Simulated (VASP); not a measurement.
Band structure of MgF2 (rutile). Method: RPBE GGA, VASP's PBE PAW potentials (set 64) (plane waves; VASP).

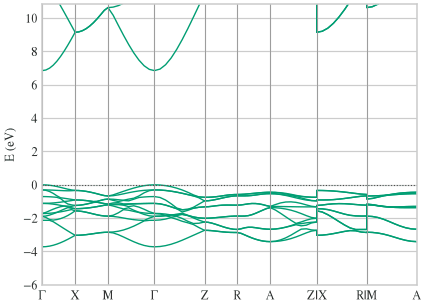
Figure. Bands along high-symmetry lines, zero at the valence-band maximum or, without a gap, the Fermi level

Task: Read the plot: is there a gap, and where are the band edges?

Result: The gap is direct, 6.85 eV, from the valence maximum at Γ to the conduction minimum at Γ. (Edges off the drawn lines would not show.)

Measured: gap 12.40 eV (computed value off by -5.55 eV), as given by Andrés Aguado et al., Journal of the Physical Society of Japan (1999), arXiv:cond-mat/9901145.

The compound is MgF2 in the rutile structure. It was relaxed first, which changed the volume by +9 %.
